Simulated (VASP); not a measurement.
Band structure of ZrO$_{2}$ (fluorite). Calculation: RPBE GGA, VASP's PBE PAW potentials (set 64) (plane waves; VASP).

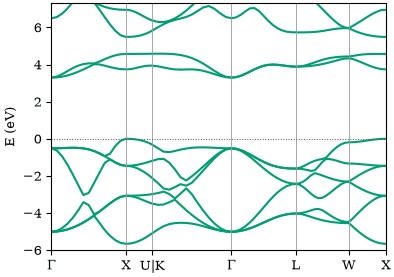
Bands along high-symmetry lines, zero at the valence-band maximum or, without a gap, the Fermi level

Problem. Read the plot: is there a gap, and where are the band edges?

Solution. The gap is indirect, 3.30 eV, from the valence maximum at X to the conduction minimum at Γ. (Edges off the drawn lines would not show.)

The compound is ZrO2 in the fluorite structure, the high-temperature cubic form, which is unstable at 0 K; the monoclinic form is the stable one. It was relaxed first.
